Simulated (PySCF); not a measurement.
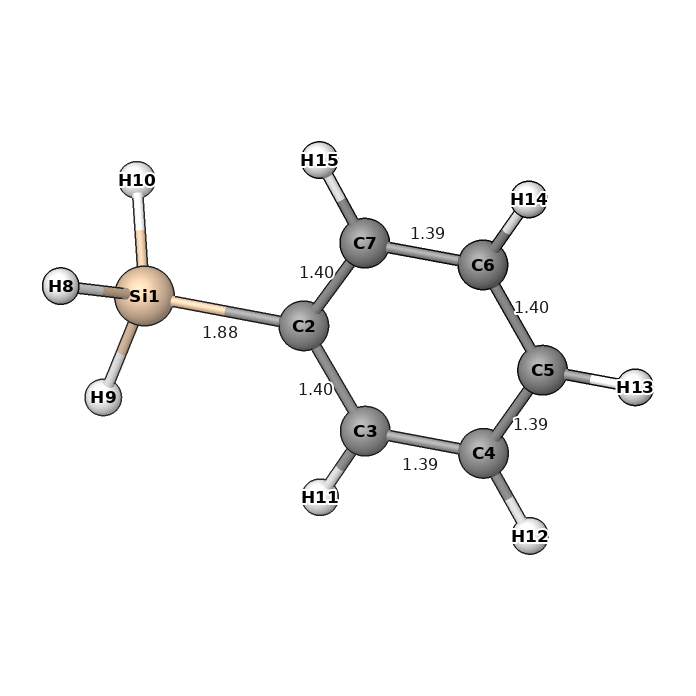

Bond lengths are marked in Å; every bond is drawn as one stick. The computed structure is the end point of a PBE0-D3(BJ)/def2-SVP optimisation. No frequency run is at hand to confirm it as a minimum.

Assign a bond order to each marked bond.

Answer. Si1–C2 single; C2–C3 aromatic; C2–C7 aromatic; C3–C4 aromatic; C4–C5 aromatic; C5–C6 aromatic; C6–C7 aromatic.

Write the SMILES.

Answer. [SiH3]c1ccccc1
